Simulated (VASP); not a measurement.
Input:

```
CELL_PARAMETERS angstrom
     -1.41402     1.41402     1.41402
      1.41402    -1.41402     1.41402
      1.41402     1.41402    -1.41402
ATOMIC_POSITIONS crystal
  Fe 0.00000 0.00000 0.00000
```
Starting moments (μB, in the order of the record's atoms Fe): 2.1.

Computed with PW91 GGA, VASP's PBE PAW potentials (set 64) (plane waves; VASP). Numerical set-up: 520 eV cut-off, 20×20×20 Γ-centred mesh, tetrahedra with Blöchl corrections, potentials Fe.

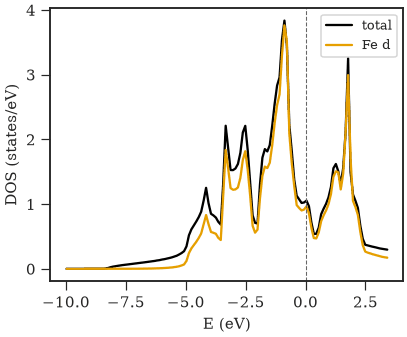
Total and projected density of states, zero at the Fermi level

Within 2 eV below the Fermi level the largest weight inside VASP's projection spheres is Fe d.

It has no gap at this level: it comes out as a metal or semimetal.

The compound is Fe in the bcc structure. It was relaxed first.
